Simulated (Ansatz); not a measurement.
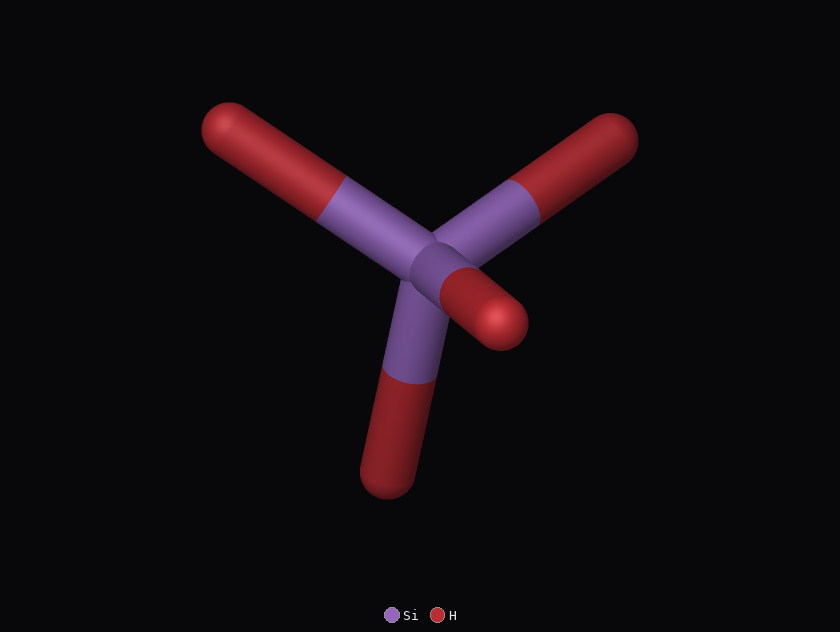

A stick model of a molecule. Every bond is drawn as one stick, whatever its order.

The geometry was computed by an optimisation with PBE0-D4/def2-TZVP.

Identify the structure.

The molecule is SiH4. This geometry has Td symmetry. Coordination: 1 Si tetrahedral.

The parts below concern this one geometry. Atoms keep their numbers from picture to picture.

Vibrations

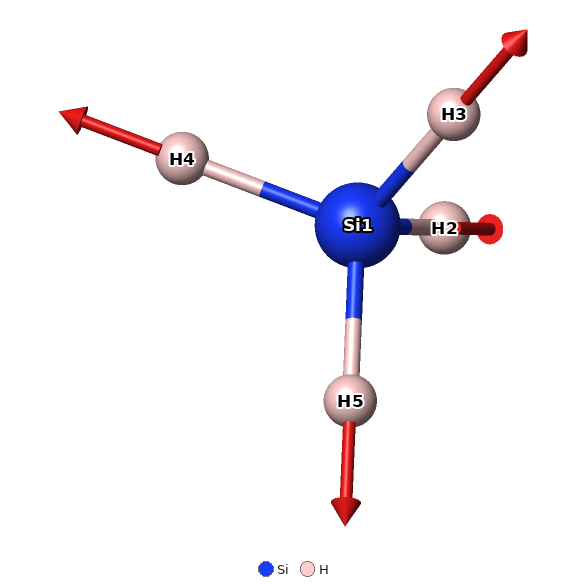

The arrows show one normal mode. Harmonic vibrations computed with RKS PBE0-D4/def2-TZVP (Ansatz 0.2.0) at a stationary point of the same level.

What kind of motion is it?

Mostly in-phase stretching of 4 Si–H bonds.

Estimate its harmonic wavenumber.

2235 cm⁻¹; it is mode 6 of 9 counted from the lowest.

Charges

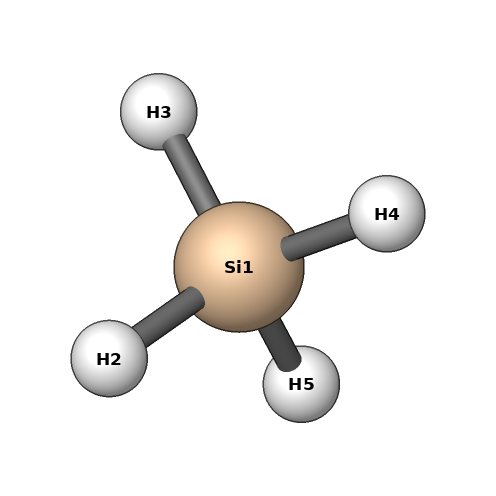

The questions are on Mulliken charges. Properties computed with RKS PBE0-D4/def2-TZVP (Ansatz 0.2.0).

List the Mulliken charges.

```json
{"atom": "Si1", "value (e)": "0.07"}
{"atom": "H2", "value (e)": "−0.02"}
{"atom": "H3", "value (e)": "−0.02"}
{"atom": "H4", "value (e)": "−0.02"}
{"atom": "H5", "value (e)": "−0.02"}
```

Thermal motion

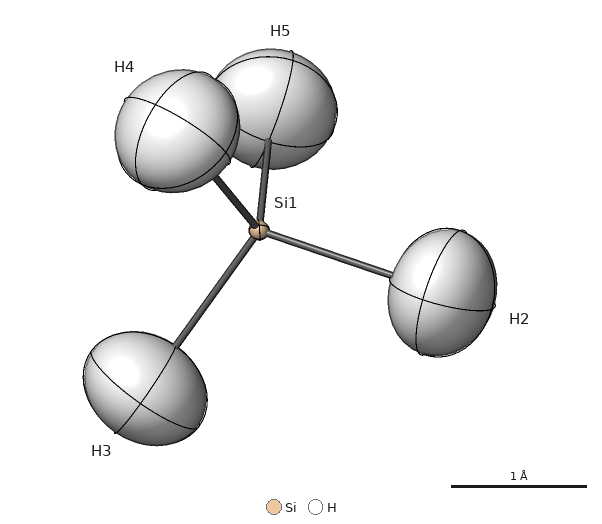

Displacement ellipsoids at the 50 % level, enlarged 3 times, from the internal vibrations of the free molecule (harmonic, no overall translation or rotation; no half-axis is drawn under 0.075 Å). Vibrations computed with RKS PBE0-D4/def2-TZVP (Ansatz 0.2.0). Temperature: 298 K.

List U_eq and the three principal root-mean-square amplitudes for each kind of atom.

```csv
atom,U_eq (Å²),rms amplitudes (Å)
Si1,0.00007,"0.008, 0.008, 0.008"
"H2, H3, H4, H5",0.0097,"0.085, 0.104, 0.104"
```

Mulliken values depend strongly on the basis set and can even reverse the polarity of a bond.
